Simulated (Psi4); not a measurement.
**CH3BN− (SMILES [BH3-]C#N): B3LYP/def2-SVPD**

Aim: the vertical singlet–triplet gap of CH3BN− at B3LYP/def2-SVPD, from 2 runs. 

The results are computed with Psi4 1.11.

9 further runs of the same task are left out: 8 that didn't finish, 1 set aside as unsound or not needed.

## (1) The structure to begin with

CH3BN− has 6 atoms, charge -1, and is taken as a singlet. As SMILES, `[BH3-]C#N`. The coordinates come from a GFN2-xTB relaxation.

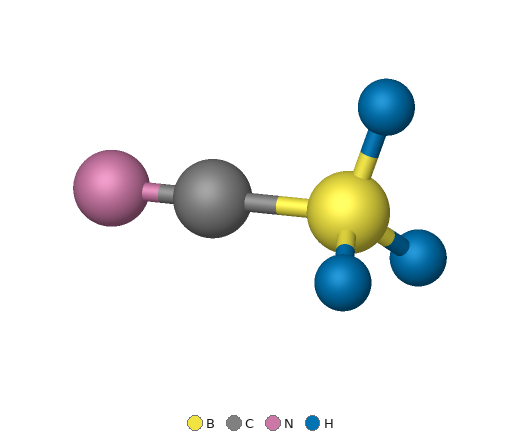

The structure, seen from a chosen angle (boron yellow, carbon grey, nitrogen pink, hydrogen blue).

## (2) Energy and forces at B3LYP/def2-SVPD

ch3bn.dat

```
memory 1600 mb

molecule {
  -1 1
  B     -0.274220     0.361640    -0.245060
  C      0.552190    -0.729680     0.493070
  N      1.168130    -1.542260     1.043470
  H     -1.344600    -0.122440    -0.588070
  H      0.356920     0.734400    -1.225380
  H     -0.458410     1.298330     0.521960
  symmetry c1
  no_reorient
  no_com
}

set globals {
  basis                def2-SVPD
  reference            rks
  puream               true
  e_convergence        1e-09
  d_convergence        1e-08
  scf_type             pk
  dft_radial_points    99
  dft_spherical_points 590
}

result, w = gradient('b3lyp', return_wfn=True)
oeprop(w, 'MULLIKEN_CHARGES', 'QUADRUPOLE', 'MAYER_INDICES')
```

Run with:

```bash
$ psi4 -n 1 ch3bn.dat ch3bn.out
```

ch3bn.out:

```text
[...]
  Running in c1 symmetry.
[...]
  Nuclear repulsion =   51.043412472214783
[...]
  Multiplicity = 1
[...]
  Nalpha       = 11
  Nbeta        = 11
[...]
    Number of basis functions: 84
[...]
   @RKS iter   1:  -119.21084488048825   -5.68225e-01   7.49789e-03 DIIS/ADIIS
[...]
   @RKS iter  10:  -119.48378951402088   -8.15703e-12   4.24906e-09 DIIS
[...]
    Orbital Energies [Eh]
    ---------------------
    Doubly Occupied:
       1A    -14.110687     2A     -9.998502     3A     -6.505326
       4A     -0.683675     5A     -0.363123     6A     -0.199851
       7A     -0.163202     8A     -0.163168     9A     -0.148819
      10A     -0.094576    11A     -0.094486
[...]
  @RKS Final Energy:  -119.48378951402088
   => Energetics <=
    Nuclear Repulsion Energy =             51.0434124722147828
    One-Electron Energy =                -265.7284251803731649
    Two-Electron Energy =                 109.4756474907244126
    DFT Exchange-Correlation Energy =     -14.2744242965869113
    Empirical Dispersion Energy =           0.0000000000000000
    VV10 Nonlocal Energy =                  0.0000000000000000
    Total Energy =                       -119.4837895140208843
[...]
  -Total Gradient:
     Atom            X                  Y                   Z
    ------   -----------------  -----------------  -----------------
       1        0.004320837298    -0.005994006561     0.003756624966
       2        0.002591225184    -0.003426533910     0.002301869082
       3       -0.011186540319     0.014782469025    -0.009986488720
       4        0.004218472758     0.000601525943     0.001786376607
       5       -0.001254197792    -0.002154436831     0.003794756861
       6        0.001309999051    -0.003808971579    -0.001653295109
[...]
 Multipole Moments:
 ------------------------------------------------------------------------------------
     Multipole            Electronic (a.u.)      Nuclear  (a.u.)        Total (a.u.)
 ------------------------------------------------------------------------------------
 L = 1.  Multiply by 2.5417464519 to convert [e a0] to [Debye]
 Dipole X            :        -16.9664193           16.3893301           -0.5770892
 Dipole Y            :         22.4089370          -21.6475876            0.7613495
 Dipole Z            :        -15.1533876           14.6376674           -0.5157203
 Magnitude           :                                                    1.0856575
 L = 2.  Multiply by 1.3450342976 to convert [e a0^2] to [Debye ang]
 Quadrupole XX       :        -70.8508157           49.6472304          -21.2035853
 Quadrupole XY       :         60.1417111          -56.0396862            4.1020249
[...]
  Mulliken Charges: (a.u.)
   Center  Symbol    Alpha    Beta     Spin     Total
       1     B     3.43590  3.43590  0.00000 -1.87179
       2     C     2.97162  2.97162  0.00000  0.05677
       3     N     3.62134  3.62134  0.00000 -0.24269
       4     H     0.32359  0.32359  0.00000  0.35281
       5     H     0.32369  0.32369  0.00000  0.35263
       6     H     0.32387  0.32387  0.00000  0.35227
   Total alpha = 11.00000, Total beta = 11.00000, Total charge = -1.00000
  Mayer Bond Indices:
[...]
```

Run time: 38 s. Hardware: 1 thread of Intel Xeon at 2.50GHz (Skylake/Cascade Lake), shared host; peak memory 0.7 GiB.

## (3) The triplet at the same level

calc.py

```python
import psi4

psi4.set_memory(1600000000)
psi4.set_num_threads(1)
psi4.core.set_output_file('output.dat', False)

molecule = psi4.geometry("""
-1 3
B     -0.274220     0.361640    -0.245060
C      0.552190    -0.729680     0.493070
N      1.168130    -1.542260     1.043470
H     -1.344600    -0.122440    -0.588070
H      0.356920     0.734400    -1.225380
H     -0.458410     1.298330     0.521960
units angstrom
symmetry c1
""")

options = {'reference': 'uks', 'puream': True, 'e_convergence': 1e-09, 'd_convergence': 1e-08, 'scf_type': 'pk', 'dft_radial_points': 99, 'dft_spherical_points': 590, 'maxiter': 200}
psi4.set_options(options)

e_tot, wfn = psi4.gradient("b3lyp/def2-SVPD", molecule=molecule, return_wfn=True)
print('gradient / Eh bohr^-1')
print(e_tot.np.round(6))
print(f'energy = {wfn.energy():.10f} Eh')
```

Run with:

```bash
$ python calc.py
```

output.dat, cut to the lines that bear on the results:

```text
[...]
  Running in c1 symmetry.
[...]
  Nuclear repulsion =   51.043412472214783
[...]
  Multiplicity = 3
[...]
  Nalpha       = 12
  Nbeta        = 10
[...]
    Number of basis functions: 84
[...]
   @UKS iter   1:  -118.88015729123433   -2.37538e-01   8.25281e-03 ADIIS/DIIS
[...]
   @UKS iter  24:  -119.25415633722125   -2.10747e-11   9.10960e-09 DIIS
[...]
   @S^2 Observed:                2.012075245E+00
[...]
  @UKS Final Energy:  -119.25415633722125
   => Energetics <=
    Nuclear Repulsion Energy =             51.0434124722147828
    One-Electron Energy =                -263.3859967940570073
    Two-Electron Energy =                 107.2023220556559409
    DFT Exchange-Correlation Energy =     -14.1138940710349630
    Empirical Dispersion Energy =           0.0000000000000000
    VV10 Nonlocal Energy =                  0.0000000000000000
    Total Energy =                       -119.2541563372212465
[...]
 Multipole Moments:
 ------------------------------------------------------------------------------------
     Multipole            Electronic (a.u.)      Nuclear  (a.u.)        Total (a.u.)
 ------------------------------------------------------------------------------------
 L = 1.  Multiply by 2.5417464519 to convert [e a0] to [Debye]
 Dipole X            :          3.3265349           -1.9554470            1.3710879
 Dipole Y            :         -4.3751277            2.5836195           -1.7915082
 Dipole Z            :          2.9917083           -1.7462609            1.2454473
 Magnitude           :                                                    2.5769212
[...]
  -Total Gradient:
     Atom            X                  Y                   Z
    ------   -----------------  -----------------  -----------------
       1       -0.020013137592     0.060010427384     0.024856443795
       2        0.030612617253    -0.038897063841     0.029422360750
       3       -0.025006896220     0.031760299679    -0.023969557374
       4        0.009841790807    -0.009880157995    -0.016560758654
       5       -0.006269126896    -0.018285808182    -0.010482928127
       6        0.010834508507    -0.024707608968    -0.003265740633
[...]
```

Standard output:

```text
gradient / Eh bohr^-1
[[-0.020013  0.06001   0.024856]
 [ 0.030613 -0.038897  0.029422]
 [-0.025007  0.03176  -0.02397 ]
 [ 0.009842 -0.00988  -0.016561]
 [-0.006269 -0.018286 -0.010483]
 [ 0.010835 -0.024708 -0.003266]]
energy = -119.2541563372 Eh
```

Wall time 100 s (1 thread of Intel Xeon at 2.50GHz (Skylake/Cascade Lake), shared host); peak memory 0.71 GiB.

## (4) What came out

At B3LYP/def2-SVPD:

```
                                                      quantity          value
                                         singlet: total energy  -119.48379 Eh
                                          singlet: HOMO energy       -2.57 eV
                                          singlet: LUMO energy        4.39 eV
singlet: HOMO–LUMO gap (to an unbound level, set by the basis)        6.97 eV
                             singlet: largest force on an atom     1.083 eV/Å
                                         triplet: total energy  -119.25416 Eh
                   triplet: HOMO energy (highest over α and β)        2.37 eV
                                                 triplet: ⟨S²⟩          2.012
                             triplet: largest force on an atom     3.495 eV/Å
              vertical energy of the triplet above the singlet       6.249 eV
```

What this shows: At this shape the triplet lies 6.25 eV (603 kJ/mol) above the singlet. For an anion a state so high probably lies above electron detachment. The largest force (singlet) is 1.08 eV/Å: the shape isn't a stationary point for this species at this level. The HOMO (triplet) lies at positive energy, 2.37 eV; only total energies tell whether the electron is bound.
